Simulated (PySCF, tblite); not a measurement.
# C₃H₈BO₂ radical: geometry, infrared bands and EPR parameters

Wanted: the infrared bands and EPR parameters of C₃H₈BO₂ radical (`C[C](C)B(O)O`), by calculation.

Programs: tblite 0.8.0 and PySCF 2.14.0, with density-fitted response routines of our own. Each step states its level of theory. These are calculated values for one molecule in the gas phase, unless marked as measured. Atoms are numbered from 0 throughout.

**1. Starting geometry**

14 atoms, charge 0, multiplicity 2; geometry from: force field or distance geometry start.

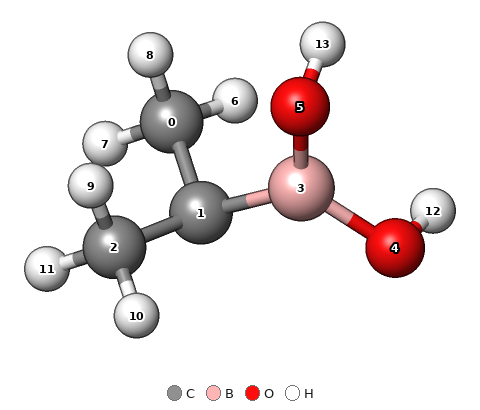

The starting geometry (carbon grey, boron pink, oxygen red, hydrogen white), atoms numbered.

**2. Geometry optimisation with GFN2-xTB**

Job settings and geometry (Å):

```
{"job": {"kind": "relax", "xc": "GFN2-xTB", "basis": "xTB"}, "charge": 0, "multiplicity": 2}
C     -1.122000    -0.961700    -0.285800
C     -0.449900     0.250500     0.350500
C     -0.650700     1.515700    -0.455100
B      1.110700    -0.024500     0.598400
O      1.638800    -0.037700     1.975400
O      2.004200    -0.263000    -0.525800
H     -0.997200    -1.857000     0.347400
H     -2.213500    -0.760200    -0.376200
H     -0.706300    -1.163100    -1.293600
H     -0.222200     1.415900    -1.469100
H     -0.198300     2.385800     0.054200
H     -1.750600     1.719500    -0.557200
H      1.554700    -0.976200     2.274800
H      2.001600    -1.244400    -0.660100
```

Run with:

```console
$ OMP_NUM_THREADS=1 python probes_run.py task.json out
```

This one command runs all jobs of the session in turn.

What it wrote:

```text
step      E/eV     max force
  0    -539.06988    2.636
  1    -539.39120    1.636
  2    -539.54959    1.076
  3    -539.57490    0.495
  4    -539.59373    0.336
  5    -539.60819    0.495
  6    -539.65084    0.902
  7    -539.69141    0.947
  8    -539.73978    0.772
  9    -539.79982    0.684
 10    -539.88532    0.880
 11    -539.98698    1.372
 12    -540.06022    1.444
 13    -539.78453    5.143
 14    -540.09260    2.151
 15    -539.99235    1.993
 16    -540.29912    0.671
 17    -540.34548    0.668
 18    -540.40626    0.950
 19    -540.48371    1.116
 20    -540.53650    0.398
 21    -540.55099    0.364
 22    -540.59079    0.484
 23    -540.61394    0.395
 24    -540.63212    0.293
 25    -540.64425    0.310
 26    -540.65818    0.295
 27    -540.66754    0.206
 28    -540.67254    0.207
 29    -540.67583    0.150
 30    -540.67923    0.145
 31    -540.68367    0.160
 32    -540.68732    0.179
 33    -540.69049    0.148
 34    -540.69393    0.150
 35    -540.69778    0.165
 36    -540.70144    0.155
 37    -540.70474    0.157
 38    -540.70850    0.160
 39    -540.71340    0.207
 40    -540.71871    0.182
 41    -540.72229    0.119
 42    -540.72375    0.072
 43    -540.72440    0.066
 44    -540.72507    0.064
 45    -540.72597    0.082
 46    -540.72687    0.073
 47    -540.72755    0.065
 48    -540.72813    0.061
 49    -540.72883    0.064
 50    -540.72971    0.082
 51    -540.73053    0.076
 52    -540.73106    0.058
 53    -540.73141    0.042
 54    -540.73167    0.046
 55    -540.73186    0.040
 56    -540.73198    0.029
 57    -540.73209    0.028
 58    -540.73223    0.030
 59    -540.73239    0.043
 60    -540.73254    0.048
 61    -540.73270    0.043
 62    -540.73297    0.059
 63    -540.73353    0.088
 64    -540.73479    0.116
 65    -540.73729    0.159
 66    -540.74056    0.242
 67    -540.74618    0.188
 68    -540.75457    0.232
 69    -540.76026    0.300
 70    -540.75473    0.468
 71    -540.76866    0.191
 72    -540.77188    0.178
 73    -540.77826    0.352
 74    -540.78284    0.186
 75    -540.79274    0.265
 76    -540.82897    0.586
 77    -540.86052    0.939
 78    -540.90350    0.810
 79    -540.95768    0.569
 80    -540.97924    0.387
 81    -540.95379    1.322
 82    -541.00667    0.556
 83    -541.01858    0.267
 84    -541.05563    0.463
 85    -541.07161    0.377
 86    -541.08557    0.316
 87    -541.09485    0.269
 88    -541.10632    0.232
 89    -541.11396    0.192
 90    -541.11768    0.117
 91    -541.11898    0.212
 92    -541.12071    0.085
 93    -541.12164    0.058
 94    -541.12320    0.059
 95    -541.12393    0.065
 96    -541.12470    0.076
 97    -541.12526    0.072
 98    -541.12591    0.058
 99    -541.12652    0.071
100    -541.12713    0.072
101    -541.12776    0.063
102    -541.12843    0.075
103    -541.12907    0.076
104    -541.12958    0.069
105    -541.12992    0.052
106    -541.13011    0.040
107    -541.13023    0.027
108    -541.13034    0.025
109    -541.13045    0.026
110    -541.13056    0.025
111    -541.13067    0.019
112    -541.13076    0.019
113    -541.13086    0.023
114    -541.13097    0.033
115    -541.13114    0.044
116    -541.13139    0.057
117    -541.13176    0.071
118    -541.13227    0.075
119    -541.13288    0.071
120    -541.13353    0.076
121    -541.13428    0.085
122    -541.13551    0.108
123    -541.13737    0.130
124    -541.13969    0.109
125    -541.13843    0.282
126    -541.14233    0.095
127    -541.14324    0.045
128    -541.14369    0.064
129    -541.14422    0.080
130    -541.14475    0.051
131    -541.14512    0.036
132    -541.14531    0.031
133    -541.14545    0.027
134    -541.14560    0.022
135    -541.14555    0.043
136    -541.14572    0.012
137    -541.14574    0.010
```

Run time: 0.59 s. Hardware: 1 thread of Arm Neoverse V1, shared host.

Along the way: (not every step is listed)

```csv
step,energy from step 0 (eV),largest force (eV/Å)
0,0.0000,2.6362
1,-0.3213,1.6361
2,-0.4797,1.0758
3,-0.5050,0.4950
4,-0.5239,0.3361
5,-0.5383,0.4947
6,-0.5810,0.9024
7,-0.6215,0.9466
8,-0.6699,0.7716
20,-1.4666,0.3981
32,-1.6174,0.1794
44,-1.6552,0.0638
56,-1.6621,0.0292
68,-1.6847,0.2324
80,-1.9094,0.3873
92,-2.0508,0.0851
104,-2.0597,0.0693
116,-2.0615,0.0568
128,-2.0738,0.0636
132,-2.0754,0.0314
133,-2.0756,0.0272
134,-2.0757,0.0222
135,-2.0757,0.0427
136,-2.0758,0.0122
137,-2.0759,0.0103
```

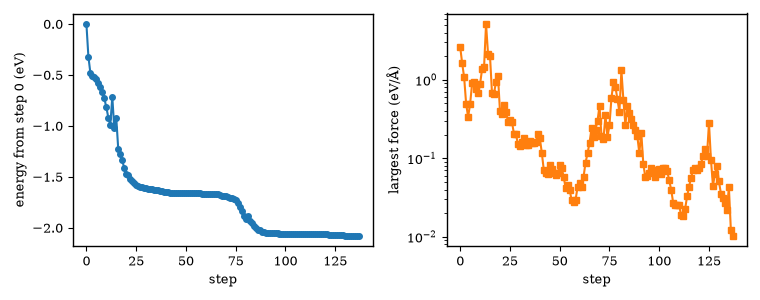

Energy and largest force along the relaxation.

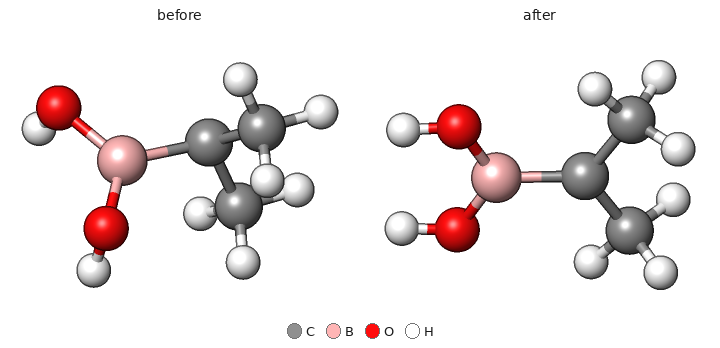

The geometry before (left) and after (right).

Distances of close pairs at the start and the end, largest changes first:

```csv
bond,before (Å),after (Å),change (Å)
B3–O4,1.475,1.374,-0.101
B3–O5,1.456,1.375,-0.081
C1–B3,1.604,1.530,-0.074
C0–C1,1.525,1.488,-0.037
O5–H13,0.991,0.957,-0.034
O4–H12,0.989,0.957,-0.032
C2–H11,1.123,1.094,-0.029
C1–C2,1.513,1.488,-0.025
```

The final coordinates are the input of the step that follows.

**3. Vibrational analysis with GFN2-xTB**

Job settings and geometry (Å):

```
{"job": {"kind": "ir", "xc": "GFN2-xTB", "basis": "xTB"}, "charge": 0, "multiplicity": 2}
C     -1.171919    -0.902117    -0.812681
C     -0.283341     0.090479    -0.149300
C     -0.742261     1.505697    -0.181752
B      1.024984    -0.322161     0.528430
O      1.814489     0.649607     1.095118
O      1.369924    -1.652523     0.550551
H     -0.848454    -1.913533    -0.586917
H     -2.208993    -0.770096    -0.497574
H     -1.152013    -0.768826    -1.898318
H     -1.032083     1.798140    -1.193000
H      0.037295     2.168518     0.180595
H     -1.626111     1.635602     0.449765
H      2.620943     0.340848     1.507781
H      2.196862    -1.860107     0.985137
```

What it wrote:

```text
mode    cm-1     km/mol
  1      68.8      0.04
  2      87.8      4.00
  3      91.0      0.02
  4     175.0      4.59
  5     261.2     17.16
  6     311.6      6.11
  7     418.4      4.53
  8     430.3     11.99
  9     456.3      0.05
 10     493.2     67.22
 11     555.1    307.44
 12     684.5      5.78
 13     923.8    101.69
 14     931.3    227.37
 15     941.4      7.13
 16     975.7      0.88
 17     994.4     16.25
 18    1009.2      8.54
 19    1165.7    130.33
 20    1191.0    478.95
 21    1257.1      3.16
 22    1373.8     39.80
 23    1379.1      2.91
 24    1395.3     54.68
 25    1459.5      2.89
 26    1461.9      0.05
 27    1473.3      8.63
 28    1480.7     21.39
 29    2928.3      5.69
 30    2929.4     51.48
 31    2965.8     12.01
 32    2971.2     63.87
 33    3061.2     21.99
 34    3062.3     11.85
 35    3622.5      3.78
 36    3624.6      4.47
```

It took 0.28 s on 1 thread of Arm Neoverse V1, shared host.

The strongest bands and the atoms that carry them (share of the mass-weighted mode):

```csv
cm⁻¹,km/mol,atoms
493,67.2,"H12 28 %, H13 26 %, B3 23 %, C1 16 %"
555,307.4,"B3 48 %, H12 14 %, H13 13 %, O4 10 %"
924,101.7,"O5 20 %, O4 20 %, H13 13 %, H12 13 %"
931,227.4,"H12 46 %, H13 45 %"
1166,130.3,"B3 25 %, C1 13 %, H12 11 %, H13 11 %"
1191,478.9,"B3 71 %, O4 13 %, O5 13 %"
1395,54.7,"H8 13 %, H7 13 %, H9 13 %, H11 13 %"
2971,63.9,"H7 41 %, H9 40 %"
```

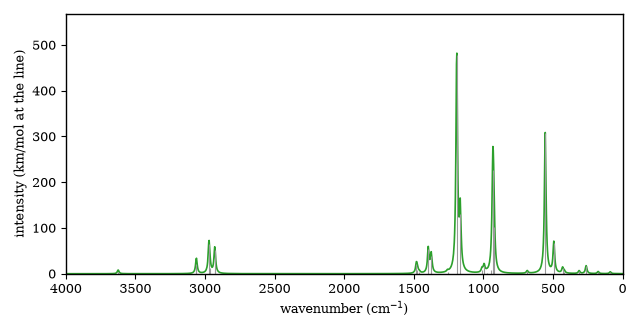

The infrared spectrum from these modes, unscaled. Lines are broadened to a width of 14 cm⁻¹ (Lorentzian).

**4. EPR parameters: B3LYP/pcH-1**

Settings changed since step 3:

```diff
@@ -1,2 +1,2 @@
-{"job": {"kind": "ir", "xc": "GFN2-xTB", "basis": "xTB"}, "charge": 0, "multiplicity": 2}
+{"job": {"kind": "epr", "basis": "pcH-1"}, "charge": 0, "multiplicity": 2}
 C     -1.171919    -0.902117    -0.812681
```

Method: UKS B3LYP, pcH-1 on B C H O, non-relativistic, mean-field spin-orbit, GIAO.

What it wrote:

```text
UKS, coarse grid
  cycle   1  E = -294.35199859  |g| = 7.10e-01
  cycle   2  E = -294.15840916  |g| = 1.04e+00
  cycle   3  E = -294.53594473  |g| = 6.99e-02
  cycle   4  E = -294.53760350  |g| = 3.50e-02
  cycle   5  E = -294.53820891  |g| = 6.20e-03
  cycle   6  E = -294.53822957  |g| = 2.33e-03
  cycle   7  E = -294.53823251  |g| = 7.58e-04
UKS, final grid
  cycle   1  E = -294.53824554  |g| = 7.04e-04
  cycle   2  E = -294.53824550  |g| = 7.90e-04
  cycle   3  E = -294.53824578  |g| = 6.53e-05
  cycle   4  E = -294.53824578  |g| = 3.66e-05
  cycle   5  E = -294.53824578  |g| = 1.55e-05
E = -294.53824578 Eh   <S^2> = 0.7530 (exact 0.7500)
g shifts (ppm)      1          2          3
  rmc          -144       -144       -144
  gc             -5         26         28
  oz_so           1        723       1303
  total        -149        604       1187
hyperfine (MHz)  atom isotope    a_iso     a_fc   dipolar eigenvalues
    0   13C     -28.47     -28.47     -2.12      0.51      1.61
    1   13C      63.13      63.13    -69.22    -68.88    138.11
    2   13C     -28.47     -28.47     -2.12      0.51      1.61
    3   11B     -29.00     -29.00     -7.69     -0.23      7.92
    4   17O      -1.75      -1.75    -12.68      5.57      7.10
    5   17O      -1.75      -1.75    -12.65      5.56      7.09
    6    1H       5.86       5.86     -4.34     -3.75      8.09
    7    1H      74.56      74.56     -4.38     -3.39      7.77
    8    1H     110.81     110.81     -4.64     -3.52      8.17
    9    1H      76.58      76.58     -4.40     -3.39      7.79
   10    1H       5.21       5.21     -4.34     -3.74      8.08
   11    1H     109.72     109.72     -4.63     -3.53      8.16
   12    1H      -4.53      -4.53     -4.26     -2.65      6.92
   13    1H      -4.52      -4.52     -4.26     -2.65      6.91
```

Wall time 35 s (1 thread of Arm Neoverse V1, shared host); peak memory 0.87 GiB.

Principal g values 2.00217, 2.00292, 2.00351; g(iso) = 2.00287, against 2.00232 for a free electron.

Hyperfine couplings; where a row names several nuclei, a(iso) is their mean (it holds for fast rotation or exchange) and the dipolar term the largest among them:

```csv
nuclei,isotope,a(iso) (MHz),"a(iso) (G, at g = 2.0023)",largest dipolar term (MHz)
"H6, H7, H8, H9, H10, H11",1H,63.8,22.8,8.2
C1,13C,63.1,22.5,138.1
B3,11B,-29.0,-10.3,7.9
"C0, C2",13C,-28.5,-10.2,-2.1
"H12, H13",1H,-4.5,-1.6,6.9
"O4, O5",17O,-1.8,-0.6,-12.7
```

Mulliken spin populations:

C0 -0.08; C1 0.89; C2 -0.08; B3 0.05; O4 0.03; O5 0.03; H6 0.00; H7 0.03; H8 0.05; H9 0.03; H10 0.00; H11 0.05; H12 0.00; H13 0.00

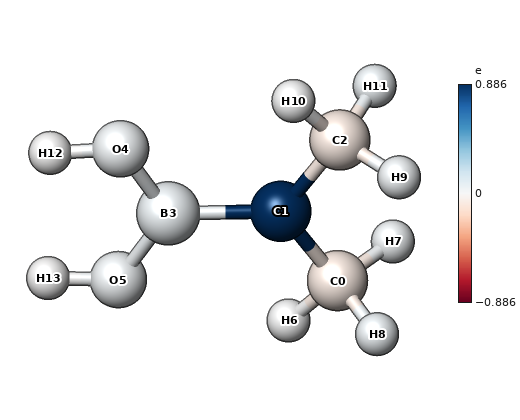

Mulliken spin populations, as colours on the atoms.

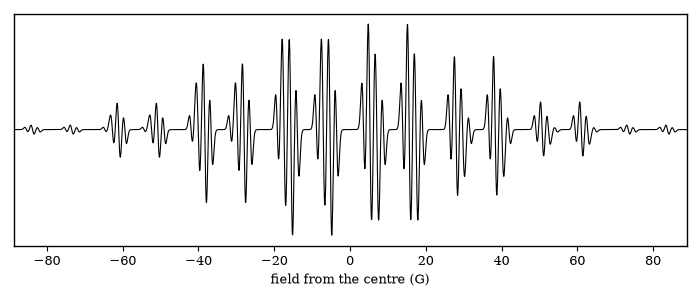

First-order isotropic spectrum (first derivative, main isotopes with spin only, couplings over 0.8 MHz, Gaussian width 0.4 G; couplings of the frozen geometry, rotation of groups not averaged beyond the rows shown).

The fields below are evaluated on a grid from the run's orbitals.

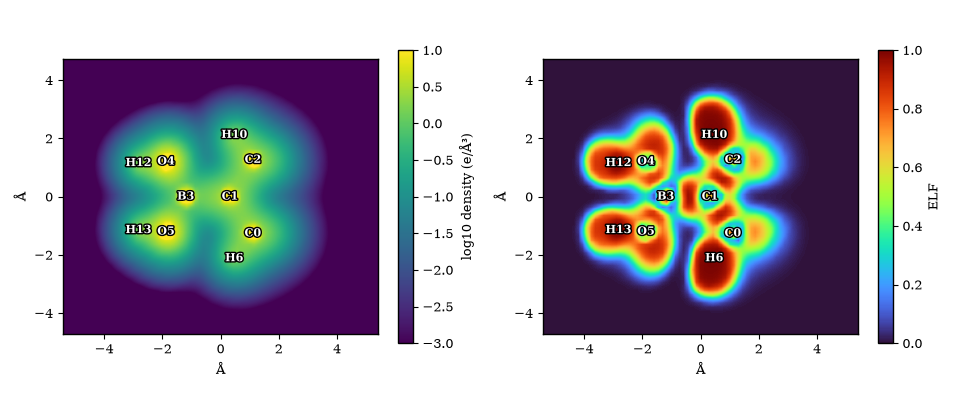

Density (left) and ELF (right) in a plane through or near 10 of the atoms.

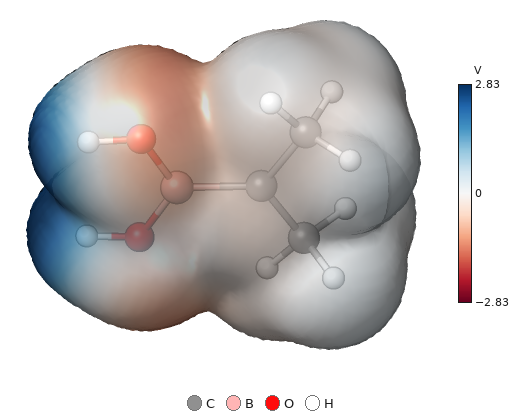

The potential that a unit positive charge feels on the 0.002 e/bohr³ surface, from -1.33 V near O4 to 2.83 V near H13.

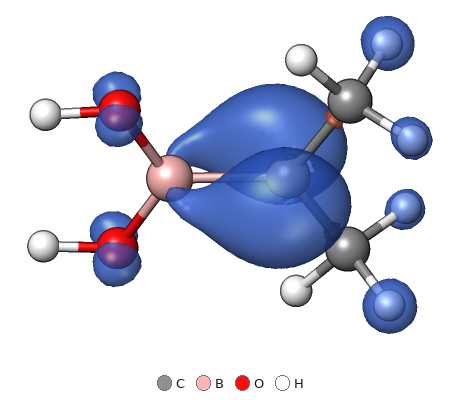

Spin density at ±0.04 e/Å³ (alpha excess blue, beta excess red).

**5. Results**

| quantity | value |
| --- | --- |
| strongest single infrared mode (GFN2-xTB) | 1191 cm⁻¹, 479 km/mol |
| zero-point energy (GFN2-xTB) | 69.5 kcal/mol |
| g(iso) (B3LYP) | 2.00287 |
| ⟨S²⟩ | 0.753 (exact 0.75) |
| largest a(iso) (averaged by class) | 1H on H6, H7, H8, H9, H10, H11, 63.8 MHz |
| potential on the surface of density 0.002 e/bohr³, 1st and 99th percentile | -1.33 V and 2.83 V |

In words: The optimisation took 137 steps and gained 2.076 eV; among the close pairs (by a distance rule), B3–O4 changed most, from 1.475 to 1.374 Å. No mode is imaginary among the 36: a minimum at this level. The strongest single mode, at 1191 cm⁻¹, moves mainly B3. Unscaled tight-binding wavenumbers are off by several per cent, some by more. Its intensities can rank the bands wrongly. Most of the unpaired spin sits on C1 (0.89 e). The isotropic g lies 0.5 ppt above the free-electron value. The conformer search found further structures of the same energy, which may be mirror or relabelled copies of this one.
